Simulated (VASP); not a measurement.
Band structure of ScSi (relaxed from the wurtzite structure, space group P6_3/mmc). Calculation: r2SCAN meta-GGA, VASP's PBE PAW potentials (set 64) (plane waves; VASP 6.6.1).

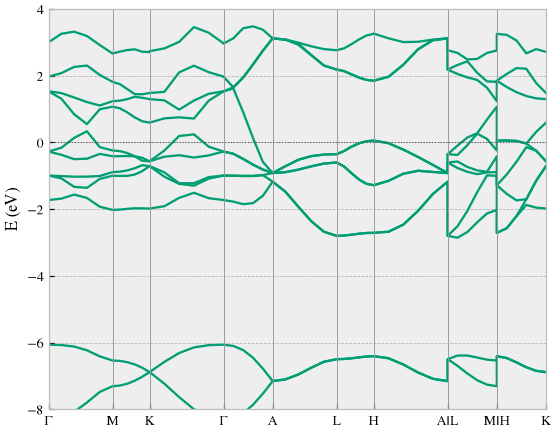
Bands along high-symmetry lines, zero at the valence-band maximum or, without a gap, the Fermi level

### Question
Read the plot: is there a gap, and where are the band edges?

### Answer
It has no gap at this level: it comes out as a metal or semimetal.

The structure was generated: ScSi was put into the wurtzite type (P6_3mc), which need not be its known phase. It was relaxed first, which changed the volume by -24 %. The relaxed cell has space group P6_3/mmc.
